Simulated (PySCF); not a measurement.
H4Si2, SMILES `[SiH][SiH3]`.

Method: B3LYP/6-31+G*; geometry: GFN2-xTB; program: PySCF. No frequency check shows the geometry to be a minimum.

Cartesian coordinates (Å):

```
Si1     -1.2507   -0.1008   -0.0000
Si2      1.0254    0.0269   -0.0001
H3      -1.7045    1.3274    0.0002
H4       1.4683   -0.7455    1.1773
H5       1.9212    1.1971    0.0007
H6       1.4689   -0.7448   -1.1769
```

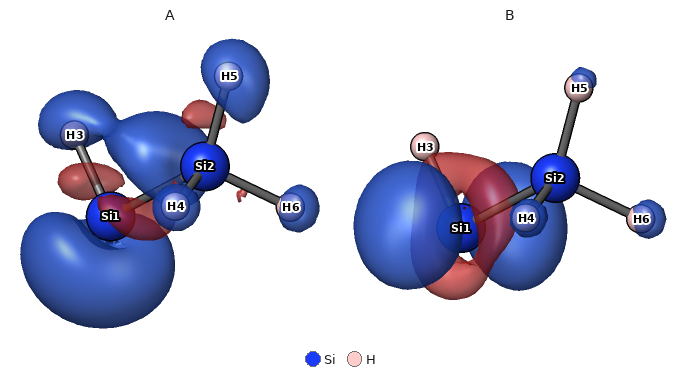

The two Fukui functions at ±0.03 e/Å³ (blue positive, red negative).

> Which panel is f⁻ (electron removed) and which f⁺ (electron added)?

A is f⁻, B is f⁺. f⁻ (Hirshfeld-condensed) is largest on Si1 (0.54); the vertical ionisation energy is 8.70 eV. f⁺ (Hirshfeld-condensed) is largest on Si1 (0.64); the vertical electron affinity is 1.54 eV (the stability of the anion's solution wasn't checked; the anion's highest orbital has positive energy, so this value and f⁺ depend on the basis).

> What chemical potential and hardness follow from the two energies?

μ = −(I + A)/2 = −5.12 eV and η = I − A = 7.16 eV.

Run time: 14 s on 1 thread of AMD EPYC 9R45 96-Core Processor (Zen 5), on a shared host, peak memory 0.35 GiB.
